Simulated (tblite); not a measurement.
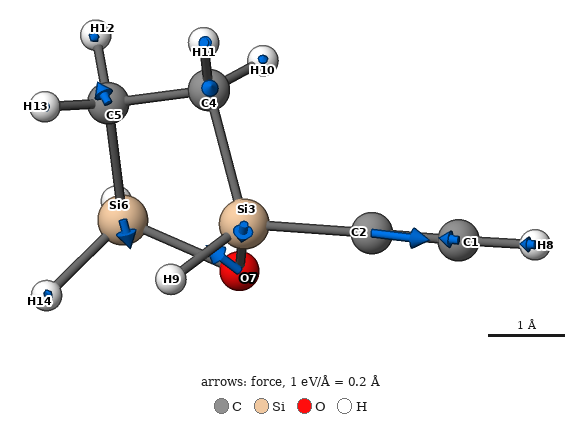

Starting geometry of C₄H₈OSi₂ with the computed forces as blue arrows. The picture is a ball-and-stick view, seen at a tilt.

The calculation used tblite, GFN2-xTB geometry optimisation, gas phase. 

> What follows when this structure is relaxed?

It isn't relaxed: the largest force vector, on a C atom, is 4.14 eV/Å. The final displacements have little in common with the starting forces (cosine between the two patterns 0.19). An H atom moves most after the best rigid fit: 1.06 Å. By element the largest moves are H 1.06 Å, O 0.90 Å, C 0.49 Å, Si 0.39 Å. Among the contacts that change: O–Si 1.741 → 1.638 Å, C–Si 1.790 → 1.849 Å, C–Si 1.865 → 1.910 Å, C–C 1.500 → 1.538 Å. Among the angles between lasting bonds that change: Si–O–Si 97.8° → 120.0°, C–Si–O 105.4° → 98.4°, H–C–H 113.1° → 106.4°. Groups turn about O–Si by about 40°, O–Si by about 40°, C–Si by about 35°. Over 79 geometry steps the energy falls by 20.7 kcal/mol.
